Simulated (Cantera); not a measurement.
Feed: 1 mol TiO₂, 480 mol H₂, 1.5 mol H₂O, held at 0.700 bar.

These are equilibrium values from Cantera (NASA tables, ideal gas, pure condensed phases), not measurements of a reactor. Candidate condensed phases: H₂O, Ti, TiO, TiO₂, Ti₂O₃, Ti₃O₅, Ti₄O₇; 12 gas species. Condensed phases not in the tables: Magnéli phases beyond Ti₄O₇. Kinetics and transport are ignored.

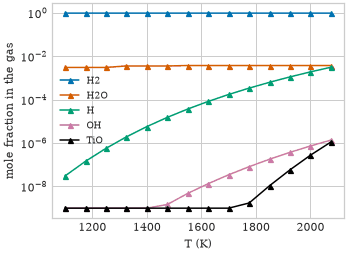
*Equilibrium gas composition (values under 1e-9 drawn at 1e-9)*

Question: Read off the mole fractions at 2000 K.

Answer: H₂ about 0.99, H₂O about 0.0038, H about 0.0019, OH about 7.4e-7, TiO about 2.8e-7.
